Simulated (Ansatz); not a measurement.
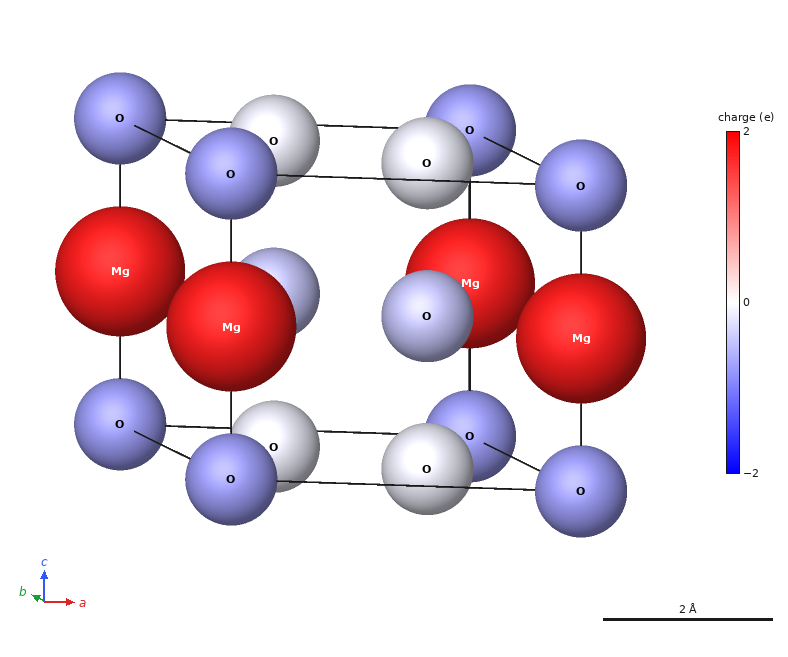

We look at a spheres-only model of the crystal slightly off an axis. The lines enclose the simulation cell; boundary atoms appear with their images. The atoms of this MgO$_{5}$ cell are coloured by their Bader charge.

Method used: DFT PBE, scalar-relativistic, plane waves, PAW (Ansatz). It ran with a cutoff energy of 420 eV, k-point mesh 12×12×10, Gaussian smearing of 0.1 eV, collinear spins. The state is ferrimagnetic.

### What charges do the elements carry?

Most positive: Mg; most negative: O. Charges: about Mg +1.8 e; O -0.7 to -0.1 e.

The cell started as a random cell made by a generator, so it need not be a real form of the compound. Earlier steps of the study may have refined or changed the cell and positions. It went into a calculation with Ansatz.
